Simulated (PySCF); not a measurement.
Molecule: In(F)(Br)(Vi), SMILES C=[CH][In]([Br])[F]. Atoms near the plane z = 1.2 Å, at the CAM-B3LYP/def2-SVP optimised geometry (x, y, z in Å): In1 (-1.2, 0.2, 0.0), F2 (-2.3, 1.9, 0.0), Br3 (-2.7, -1.8, 0.0), C4 (0.9, 0.2, 0.0), C5 (1.6, -0.9, 0.0), H6 (1.4, 1.2, 0.0), H7 (2.7, -0.9, 0.0), H8 (1.1, -1.9, 0.0).

Computed with CAM-B3LYP/def2-TZVP, def2 effective core potentials past Kr (PySCF 2.14.0). The core electrons that the potentials of In replace are not part of the density. The values are rescaled to run from 0 to 1.

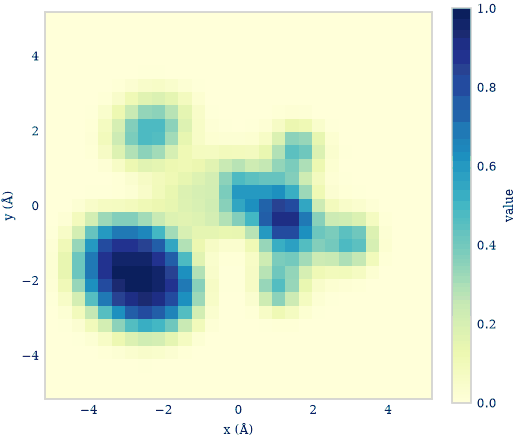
Figure: a field on the plane z = 1.2 Å.

### Question
Which quantity is mapped?
A) electrostatic potential
B) deformation density (molecule minus spherical neutral atoms)
C) Laplacian of the electron density
D) electron localisation function

### Answer
D, electron localisation function
